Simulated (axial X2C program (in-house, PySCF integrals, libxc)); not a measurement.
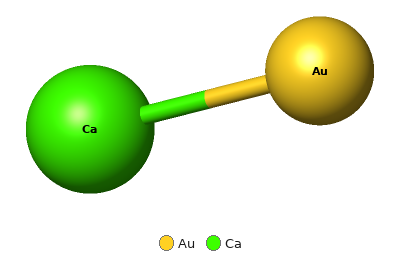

Figure 1. The molecule at the reference distance of 2.821 Å.

**Run report: AuCa⁻, relativistic diatomic calculation**

- system: AuCa⁻, single determinant with Ω = 0.
- method: PBE0, two-component X2C with atomic mean-field Coulomb and Gaunt terms, Au dyall-acv3z, Ca dyall-acv3z (cores contracted) (axial X2C program (in-house, PySCF integrals, libxc))

### Results in brief

```
                 quantity                                      value
                  outcome  converged; a filled level lies above zero
           bond length rₑ                                    2.816 Å
                       ωₑ                                 159.8 cm⁻¹
    energy at the minimum                       −19697.30261 hartree
depth below the fragments                                    1.42 eV
                 hardware                  1 CPU thread, shared host
                wall time                                      6.4 s
```

### Remarks

The highest filled level (PBE0, up to 0.16 eV) lies above zero. That is common for anions, where the functional's self-interaction leaves the outer electrons unbound; only the finite basis holds them, so such levels depend on it. To bear in mind: 5 of the 10 points asked for were kept.

### Input
```
{"zs": [79, 20], "q": -1, "bas": ["dyall-acv3z", "dyall-acv3z"], "levels": ["PBE0", "HF", "M06"], "cc": true, "r0": 2.95, "thr": -1.0, "nmax": 90, "npts": 10, "nst": 2, "ntry": 6}
```

The line is the task of a batch: nuclear charges, charge, bases, the levels to run, a first guess of the distance and further settings. This report covers PBE0 with spin-orbit coupling. The log is that of the reference distance 2.821 Å, started from orbitals converged before.

Launched within a batch (the task file carries these settings):
```bash
python <driver script> task.json out
```

### Log
```
two-component X2C + atomic mean field  PBE0
basis functions 308  fitting functions 1298  grid points 5803
iter        total energy     max residual
   1     -19697.302611908     6.32e-06
   2     -19697.302611910     5.68e-06
converged
one-electron -27588.91397103  Coulomb 8018.92222595  exact exchange -99.87662438  xc functional -306.00579225  nuclear repulsion 296.38425851  atomic mean-field constant -17.81270871
```

### The points of the curve

| R (Å) | E (hartree) | dipole (D; origin at the first atom, positive when the second is positive) | highest filled (eV) | lowest empty (eV) |
| --- | --- | --- | --- | --- |
| 2.652 | −19697.300726 | −11.20 | 0.16 | 1.54 |
| 2.736 | −19697.302212 | −11.04 | 0.11 | 1.54 |
| 2.821 | −19697.302612 | −10.87 | 0.07 | 1.55 |
| 2.920 | −19697.302066 | −10.66 | 0.01 | 1.55 |
| 3.018 | −19697.300744 | −10.44 | −0.05 | 1.56 |

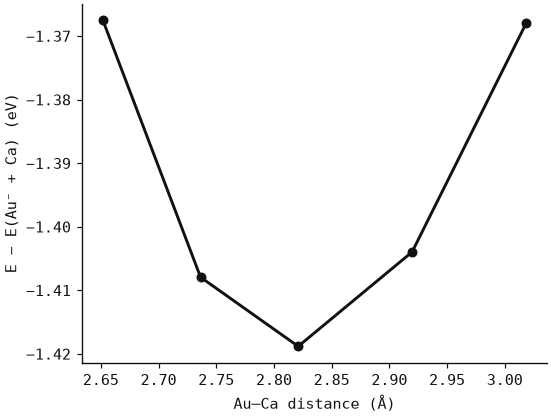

Figure 2. Energy at 5 bond lengths, for one set of occupations held fixed; the line joins the points. A polynomial of degree 3 through 5 points gives rₑ = 2.816 Å, ωₑ = 159.8 cm⁻¹ and Bₑ = 0.06398 cm⁻¹. The minimum lies 1.42 eV below Au⁻ + Ca, each computed as one determinant at the same level.

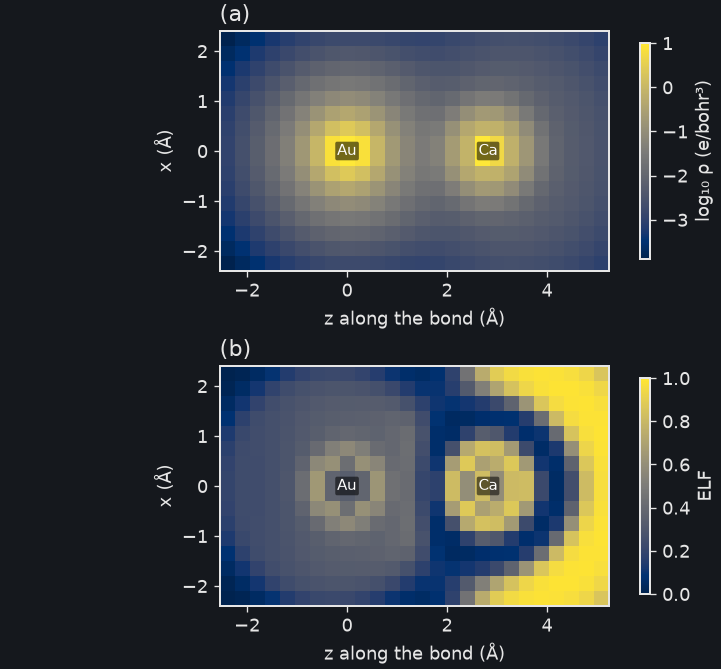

Figure 3. (a) electron density on a logarithmic scale; (b) electron localisation function, in a plane that holds the axis, at 2.82 Å, on points 0.3 Å apart (one half computed, the other mirrored); the structure near the nuclei is finer than these points.

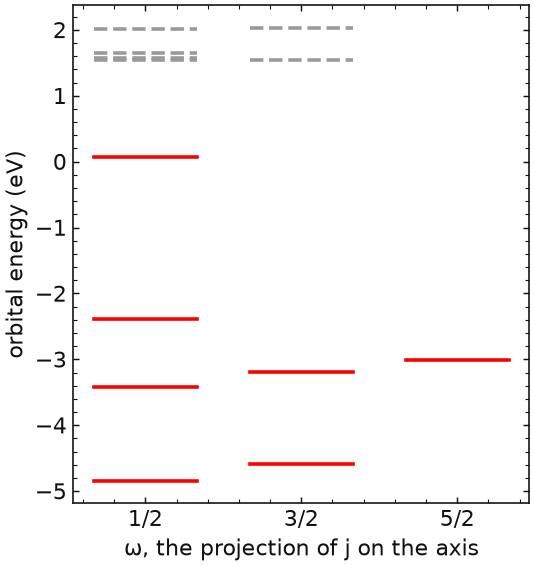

Figure 4. Orbital energies near the frontier at 2.82 Å, filled (solid) and empty (dashed); the Kramers partners at −ω are degenerate and not drawn. The highest filled spinor (1/2; 43 % Ca s, 26 % Ca p) lies at 0.07 eV, the lowest empty one (1/2; 97 % Ca p) at 1.55 eV. A filled level above zero is held only by the finite basis .
